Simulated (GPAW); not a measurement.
Consider AsP (R3m).

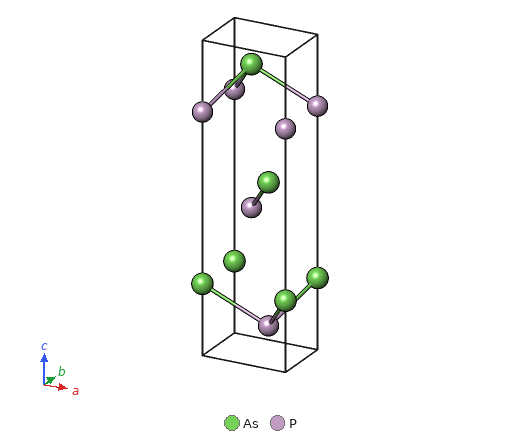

The structure (arsenic green, phosphorus pink). Bonds to atoms that aren't drawn are left out. Some periodic images of atoms are drawn too.

```xyz
2
Lattice="1.8426 1.0638 3.3263 -1.8426 1.0638 3.3263 0.0000 -2.1277 3.3263" Properties=species:S:1:pos:R:3 pbc="T T T"
As    0.0000    0.0000    7.7089
P     0.0000    0.0000    2.2700
```

Absorber: atom 2, with 3 As at 2.45 Å and 3 As at 3.00 Å (distorted octahedral, site symmetry 3m). Method: GPAW, LDA, excited-electron core hole (neutral cell), 8-atom cell with 5.4 Å between holes, 6×6×6 k points, dipole transitions, Gaussian full width 0.9 eV up to 4 eV, rising linearly to 3.5 eV at 25 eV.

Predict the near-edge structure at the P K edge.

Main maxima up to 24 eV above the zero (height): 1.9 eV (3.00), 11.8 eV (0.94) and 19.3 eV (0.86). A K edge sees empty p states on the absorber. The total-energy difference is 2147.40 eV. One term is added: -15.84 eV, since the hole is spin-paired here and a spin-polarised one costs that much less in the free atom (computed apart). The photon energy is then 2131.56 eV. The functional leaves an error in such absolute values: in the free atom LDA prices this hole 8.5 eV below PBE (computed apart), and PBE is itself good to a few eV.

The P K spectrum (energy from the lowest empty level; intensity scaled to a mean of 1 over the first 20 eV; polarised curves are means over the symmetry-equivalent atoms):

```
E (eV)  isotropic  ε ⊥ c  ε ∥ c
  -2.0       0.00   0.00   0.00
  -0.5       0.27   0.32   0.17
   1.0       2.36   2.05   2.96
   2.5       2.36   2.79   1.50
   4.0       1.14   1.09   1.24
   5.5       0.76   0.71   0.87
   7.0       0.31   0.36   0.20
   8.5       0.38   0.45   0.25
  10.0       0.70   0.70   0.70
  11.5       0.94   0.94   0.93
  13.0       0.83   0.84   0.82
  14.5       0.70   0.67   0.76
  16.0       0.78   0.74   0.86
  17.5       0.78   0.75   0.85
  19.0       0.85   0.88   0.80
  20.5       0.81   0.83   0.75
  22.0       0.73   0.74   0.70
  23.5       0.67   0.66   0.71
  25.0       0.64   0.60   0.71
  26.5       0.63   0.59   0.72
  28.0       0.69   0.65   0.79
```

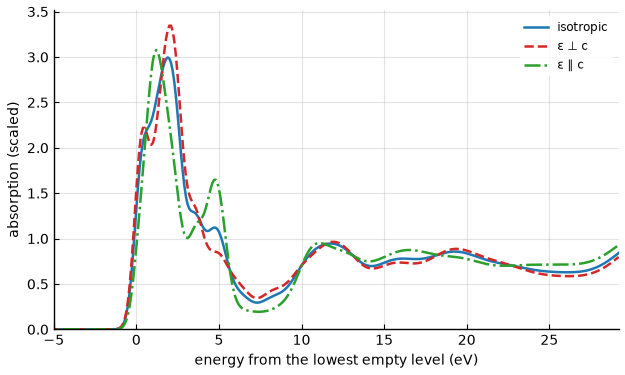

The P K edge.

The unit cell's mesh shows no gap over 0.35 eV. That is right for a metallic compound; for a small-gap or correlated insulator it would be the fault of the functional or of the assumed magnetic order, and the hole would be screened too well. The holes are only 5.4 Å apart, so the shape is probably not converged with cell size; no larger cell was run here. The structure is a computed Materials Project entry and may be a hypothetical form.

[Banner, clock and machine lines of the logs are left out without a mark of their own.]

[Logs are printed without paths, hosts, clocks, repeated set-up lines and the standing remarks that a program may print on its own settings, such as how far it seeks lower states.]

[Hosts, paths, dates, database ids (printed as entryN), source tags and the programs' standing remarks are cut or masked in the printed files.]

[Lists of maxima count a maximum above −3 eV only where it reaches 4 % of the highest in the window and stands out from its surroundings by 2 % of it (1.5 % where it reaches 55 %); shoulders and weaker maxima are passed over, and of the rest the first, up to two pre-edge ones and the few strongest are named.]
